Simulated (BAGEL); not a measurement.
# C2H3ClNSi (SMILES C[Si](Cl)C#N) at UHF/STO-3G (density fitting with qzvpp-jkfit)

What is the energy change on altering one bond length of C2H3ClNSi at UHF/STO-3G (density fitting with qzvpp-jkfit)? 

Program for the calculation: BAGEL 1.2.2.

3 further runs of the same task are left out: 2 that didn't finish, 1 set aside as unsound or not needed.

### Step 1. The molecule

C2H3ClNSi has 8 atoms, charge 0, and is taken as a doublet. As SMILES, `C[Si](Cl)C#N`. Geometry: relaxed at PBE0-D4/def2-TZVP.

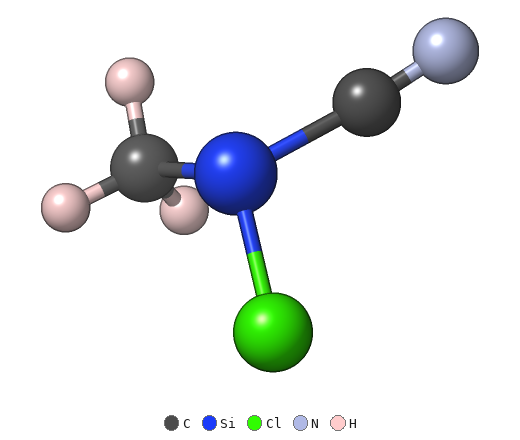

The structure, seen from a chosen angle (carbon dark grey, silicon blue, chlorine green, nitrogen light blue, hydrogen pink).

### Step 2. The energy at UHF/STO-3G (density fitting with qzvpp-jkfit)

input.json reads:

```json
{ "bagel" : [

{
  "title" : "molecule",
  "basis" : "sto-3g",
  "df_basis" : "qzvpp-jkfit",
  "angstrom" : true,
  "geometry" : [
    { "atom" : "C", "xyz" : [   -0.710900,   -0.544800,    0.782600 ] },
    { "atom" : "Si", "xyz" : [    0.598800,    0.648200,    0.225400 ] },
    { "atom" : "Cl", "xyz" : [    2.483200,   -0.092800,    0.512800 ] },
    { "atom" : "C", "xyz" : [    0.405700,    0.989300,   -1.574400 ] },
    { "atom" : "N", "xyz" : [    0.241700,    1.298400,   -2.674300 ] },
    { "atom" : "H", "xyz" : [   -0.600600,   -1.491500,    0.246800 ] },
    { "atom" : "H", "xyz" : [   -0.626000,   -0.731800,    1.854000 ] },
    { "atom" : "H", "xyz" : [   -1.699700,   -0.132000,    0.571400 ] }
  ]
},
{ "title" : "uhf", "nopen" : 1 },
{ "title" : "print", "file" : "orbitals.molden", "orbitals" : true }

]}
```

Started as:

```console
$ BAGEL_NUM_THREADS=1 BAGEL input.json > input.out
```

Standard output:

```text
* using 1 threads per process

  ===============================================================
  ===============================================================

  *** Geometry ***

  { "atom" : "C", "xyz" : [     -1.343406,     -1.029523,      1.478900 ] },
  { "atom" : "Si", "xyz" : [      1.131568,      1.224920,      0.425944 ] },
  { "atom" : "Cl", "xyz" : [      4.692568,     -0.175367,      0.969052 ] },
  { "atom" : "C", "xyz" : [      0.766662,      1.869506,     -2.975185 ] },
  { "atom" : "N", "xyz" : [      0.456747,      2.453620,     -5.053695 ] },
  { "atom" : "H", "xyz" : [     -1.134970,     -2.818527,      0.466384 ] },
  { "atom" : "H", "xyz" : [     -1.182969,     -1.382902,      3.503552 ] },
  { "atom" : "H", "xyz" : [     -3.211967,     -0.249444,      1.079790 ] },

  Number of auxiliary basis functions:      537

  Since a DF basis is specified, we compute 2- and 3-index integrals:
    o Being stored without compression. Storage requirement is 0.006 GB

  Number of basis functions:       36
  Number of electrons      :       53

    * METHOD: MOLECULE                             0.23

  *** Open-shell HF ***

  === Nuclear Repulsion ===
   238.5325876662

      * DIIS with orbital gradients will be used.

  === UHF iteration (sto-3g) ===
      0       -870.35183046          0.04034413           0.07
      1       -870.42026086          0.03681155           0.07
      2       -870.43859207          0.03407385           0.07
      3       -870.51345802          0.00113543           0.07
      4       -870.51414696          0.00034291           0.07
      5       -870.51430302          0.00011704           0.07
      6       -870.51440257          0.00006554           0.07
      7       -870.51448924          0.00005137           0.07
      8       -870.51459769          0.00004559           0.07
      9       -870.51473947          0.00004168           0.07
     10       -870.51512529          0.00002946           0.07
     11       -870.51541771          0.00001564           0.07
     12       -870.51545326          0.00001373           0.07
     13       -870.51551406          0.00000828           0.07
     14       -870.51557430          0.00000823           0.07
     15       -870.51558055          0.00000657           0.07
     16       -870.51562385          0.00000588           0.07
     17       -870.51564216          0.00000533           0.07
     18       -870.51567349          0.00000366           0.07
     19       -870.51567364          0.00000199           0.07
     20       -870.51567359          0.00000036           0.07
     21       -870.51567374          0.00000032           0.07
     22       -870.51567375          0.00000009           0.07
     23       -870.51567374          0.00000006           0.07
     24       -870.51567374          0.00000003           0.07
     25       -870.51567374          0.00000002           0.07
     26       -870.51567375          0.00000002           0.07
     27       -870.51567375          0.00000000           0.07
    * SCF iteration converged.

    * S^2 (UHF) is 0.8762

    * Permanent dipole moment:
           (    0.954533,    -0.163546,    -1.189978) a.u.

    * METHOD: UHF                                  2.03

    * METHOD: PRINT                                0.00

  ===============================================================
```

Wall time 2.4 s (1 thread of Arm Neoverse V1, shared host).

### Step 3. The distorted shape, same level

calc.json reads:

```json
{ "bagel": [

{
  "title": "molecule",
  "basis": "sto-3g",
  "df_basis": "qzvpp-jkfit",
  "angstrom": "true",
  "geometry": [
    { "atom": "C", "xyz": [   -0.562619,   -0.606704,    0.814272 ] },
    { "atom": "Si", "xyz": [    0.747081,    0.586296,    0.257072 ] },
    { "atom": "Cl", "xyz": [    2.631481,   -0.154704,    0.544472 ] },
    { "atom": "C", "xyz": [    0.553981,    0.927396,   -1.542728 ] },
    { "atom": "N", "xyz": [    0.389981,    1.236496,   -2.642628 ] },
    { "atom": "H", "xyz": [   -0.452319,   -1.553404,    0.278472 ] },
    { "atom": "H", "xyz": [   -0.477719,   -0.793704,    1.885672 ] },
    { "atom": "H", "xyz": [   -1.699700,   -0.132000,    0.571400 ] }
  ]
},
{
  "title": "uhf",
  "nopen": 1
},
{
  "title": "print",
  "file": "orbitals.molden",
  "orbitals": "true"
}

]}
```

Started as:

```console
$ BAGEL_NUM_THREADS=1 BAGEL calc.json > calc.out
```

Standard output:

```text
* using 1 threads per process

  ===============================================================
  ===============================================================

  *** Geometry ***

  { "atom" : "C", "xyz" : [     -1.063196,     -1.146504,      1.538751 ] },
  { "atom" : "Si", "xyz" : [      1.411778,      1.107939,      0.485796 ] },
  { "atom" : "Cl", "xyz" : [      4.972778,     -0.292348,      1.028903 ] },
  { "atom" : "C", "xyz" : [      1.046872,      1.752524,     -2.915333 ] },
  { "atom" : "N", "xyz" : [      0.736957,      2.336639,     -4.993843 ] },
  { "atom" : "H", "xyz" : [     -0.854759,     -2.935508,      0.526236 ] },
  { "atom" : "H", "xyz" : [     -0.902758,     -1.499883,      3.563404 ] },
  { "atom" : "H", "xyz" : [     -3.211967,     -0.249444,      1.079790 ] },

  Number of auxiliary basis functions:      537

  Since a DF basis is specified, we compute 2- and 3-index integrals:
    o Being stored without compression. Storage requirement is 0.006 GB

  Number of basis functions:       36
  Number of electrons      :       53

    * METHOD: MOLECULE                             0.23

  *** Open-shell HF ***

  === Nuclear Repulsion ===
   237.8759749889

      * DIIS with orbital gradients will be used.

  === UHF iteration (sto-3g) ===
      0       -870.33029912          0.04052456           0.07
      1       -870.40013656          0.03685086           0.06
      2       -870.41874592          0.03406979           0.07
      3       -870.49361689          0.00114868           0.07
      4       -870.49430816          0.00037790           0.07
      5       -870.49446796          0.00012664           0.07
      6       -870.49456631          0.00006906           0.06
      7       -870.49465638          0.00005196           0.06
      8       -870.49476217          0.00004601           0.06
      9       -870.49490611          0.00004193           0.06
     10       -870.49520586          0.00003337           0.07
     11       -870.49550663          0.00002568           0.07
     12       -870.49562501          0.00001225           0.06
     13       -870.49567727          0.00000863           0.07
     14       -870.49573370          0.00000802           0.07
     15       -870.49575353          0.00000680           0.07
     16       -870.49578702          0.00000625           0.07
     17       -870.49581275          0.00000574           0.07
     18       -870.49583729          0.00000415           0.06
     19       -870.49584774          0.00000281           0.06
     20       -870.49584943          0.00000127           0.06
     21       -870.49584973          0.00000057           0.06
     22       -870.49584975          0.00000019           0.06
     23       -870.49584975          0.00000006           0.06
     24       -870.49584975          0.00000005           0.06
     25       -870.49584975          0.00000003           0.06
     26       -870.49584976          0.00000002           0.06
     27       -870.49584976          0.00000001           0.06
    * SCF iteration converged.

    * S^2 (UHF) is 0.8765

    * Permanent dipole moment:
           (    0.950490,    -0.156230,    -1.194092) a.u.

    * METHOD: UHF                                  1.95

    * METHOD: PRINT                                0.00

  ===============================================================
```

It took 2.3 s on 1 thread of Arm Neoverse V1, shared host.

### Step 4. Results

Level: UHF/STO-3G (density fitting with qzvpp-jkfit).

| quantity | value |
| --- | --- |
| first shape: total energy | -870.51567 Eh |
| first shape: dipole moment | 3.90 D |
| first shape: ⟨S²⟩ | 0.876 |
| distorted shape: total energy | -870.49585 Eh |
| distorted shape: dipole moment | 3.90 D |
| distorted shape: ⟨S²⟩ | 0.876 |
| energy change with the C1–H8 bond stretched from 1.092 to 1.256 Å | 0.539 eV |

With the C1–H8 bond stretched from 1.092 to 1.256 Å the energy rises by 0.54 eV (52.0 kJ/mol). The first shape isn't relaxed at this level, so the change isn't measured from a minimum. The minimal basis adds a large error of its own. ⟨S²⟩ (first shape) is 0.88 where a pure doublet has 0.75: the reference is spin-contaminated. ⟨S²⟩ (distorted shape) is 0.88 where a pure doublet has 0.75: the reference is spin-contaminated.
